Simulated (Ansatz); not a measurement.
# BrClGaH2N: the cost of one run

All numbers below are computed with Ansatz 0.2.0 (RKS PBE/def2-SVP).

## (1) The structure to begin with

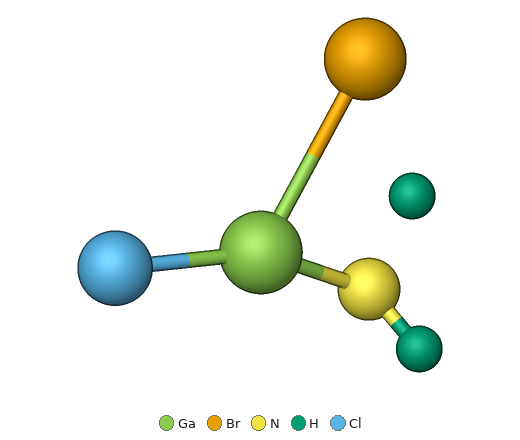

The starting structure, seen from a chosen angle (gallium green, bromine amber, nitrogen yellow, hydrogen teal, chlorine blue).

Structure file:

```xyz
6

Ga   -0.4791    0.6571   -0.4090
Br    2.2594    0.5351    0.2683
N    -0.3787   -1.0862    0.1344
H     0.8706   -0.8728    0.5499
Cl   -1.3101    2.2846   -1.3882
H    -0.9621   -1.5177    0.8447
```

## (2) Pulling towards end A

Springs on the bonds that form and break draw the guess towards this end; the thresholds are loose.

Input file input.yaml:

```yaml
crystal:
  periodic: [false, false, false]
  atoms:
    - { symbol: Ga, position_ang: [-0.4791, 0.6571, -0.409] }
    - { symbol: Br, position_ang: [2.2594, 0.5351, 0.2683] }
    - { symbol: "N", position_ang: [-0.3787, -1.0862, 0.1344] }
    - { symbol: H, position_ang: [0.8706, -0.8728, 0.5499] }
    - { symbol: Cl, position_ang: [-1.3101, 2.2846, -1.3882] }
    - { symbol: H, position_ang: [-0.9621, -1.5177, 0.8447] }
basis:
  gaussian: { orbitals: def2-SVP }
hamiltonian:
  xc: pbe
relax:
  f_tol: 0.15
  max_steps: 25
  restrain:
    - { distance: [3, 1], at: 2.81, k: 30.0 }
    - { distance: [0, 1], at: 2.42, k: 30.0 }
    - { distance: [3, 2], at: 1.02, k: 30.0 }
```

The run is started by

```bash
> ansatz run input.yaml --threads 2 --pin off --max-ram 3072MiB --backend cpu --events-out ev --progress --plain --runs-dir out
```

What time and memory should one allow on 2 threads of INTEL XEON PLATINUM 8581C at 2.10GHz (Emerald Rapids), shared host?

About 12 s, with a peak of 0.18 GiB.
